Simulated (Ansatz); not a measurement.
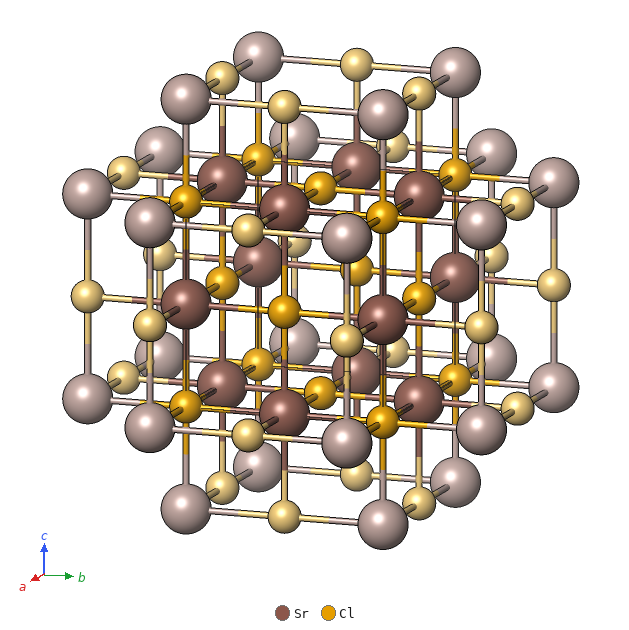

The figure gives a ball-and-stick picture of the atoms, viewed slightly off an axis. The conventional unit cell is outlined; an atom on or near a face, edge or corner is repeated at each equivalent position. The first bonded neighbours in the surrounding cells are also shown, in fainter colours.

Sr3Cl4, space group Pm-3m (No. 221), a = 5.972 Å, b = 5.972 Å, c = 5.972 Å, α = 90.00°, β = 90.00°, γ = 90.00°. The initial geometry was a random cell made by a generator, so it need not be a real form of the compound. Earlier steps of the study may have refined or changed the cell and positions. Ansatz was used for an electronic-structure calculation on it.

This one geometry was computed with Ansatz (DFT, plane waves, PAW) at three levels of theory: PBEsol, PBE and r2SCAN.

Which level gives the highest pressure at this volume, and what does that say about its equilibrium volume?

Highest: PBE (0.0 GPa), which points to the largest equilibrium volume. Lowest, with the smallest volume: PBEsol (-1.8 GPa). Levels within 0.5 GPa of each other can't be told apart.

How does the band gap change with the level of theory?

All levels give a metal.

Collect the results in a table.

| level | cutoff (eV) | k-mesh of the run's cell | gap (eV) | pressure (GPa) |
| --- | --- | --- | --- | --- |
| PBEsol | 420 | 6×6×6 | metal | -1.8 |
| PBE | 420 | 6×6×6 | metal | 0.0 |
| r2SCAN | 500 | 6×6×6 | metal | -1.0 |

Gaps are taken on the k-mesh or band path of each run.
